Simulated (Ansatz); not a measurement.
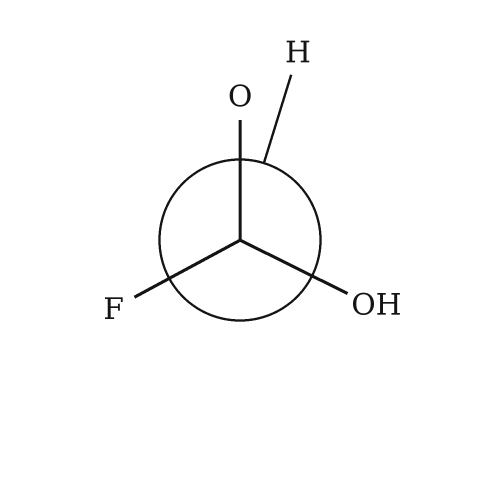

A Newman projection along the Ta–O bond, tantalum in front; angles are drawn as computed, but eclipsed bonds slightly apart. Charge 0, singlet. The geometry was computed by an optimisation with PBE-D4/def2-SVP. No frequency run is at hand to confirm it as a minimum.

Which molecule is it?

FH2O3Ta, [O]=[Ta]([OH])([OH])[F]

What is the torsion angle from the front F to the back H? The sign is positive where the front bond must turn clockwise to cover the back bond.

119°, anticlinal.
